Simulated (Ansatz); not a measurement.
Effect of x(Sn) = 0.667, 6 atoms, P-3m1 on Ge

Consider Ge in the diamond structure (space group Fd-3m, No. 227; a = 5.674 Å).

The other end (x = 1) is Sn in the diamond structure (space group Fd-3m, No. 227): 35.40 Å³/atom, gap zero.

Perturbation: Sn replaces 66.7 % of the Ge, ordered in a cell of 6 atoms (starting symmetry P-3m1) and fully relaxed.

Computed with DFT with r2SCAN, PAW potentials and a 500 eV plane-wave cutoff in Ansatz (a first-principles code), no spin-orbit coupling. Settings: 12×12×5 k-points, 0.05 eV Fermi–Dirac smearing, for the changed cell.

The volume per atom goes up by 8.46 Å³ to 31.30 Å³ and the density goes up by 0.20 g/cm³ (5.28 g/cm³ → 5.48 g/cm³). The shortest interatomic distance increases by 0.199 Å to 2.656 Å and the band gap becomes zero (base: 0.36 eV). The mixing energy amounts to +0.10 eV/atom (to 0.01 eV only: unlike meshes or grids) and the deviation of the volume from the linear (Vegard-type) interpolation comes out as +0.3 %.

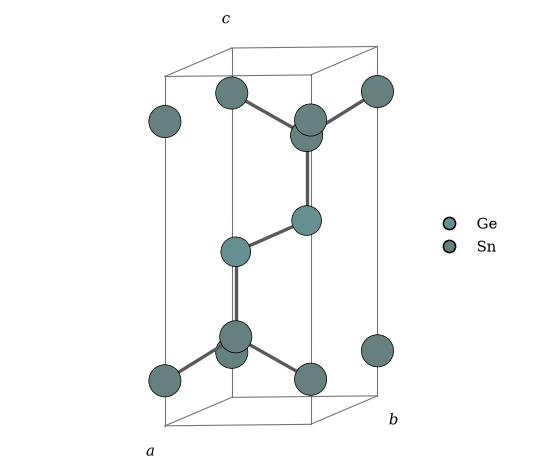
Fig. 1. The relaxed conventional cell after the change

These are small ordered cells, not random alloys; other orderings at the same x differ. Stability against distortions was not tested. All final runs are without spin polarisation.
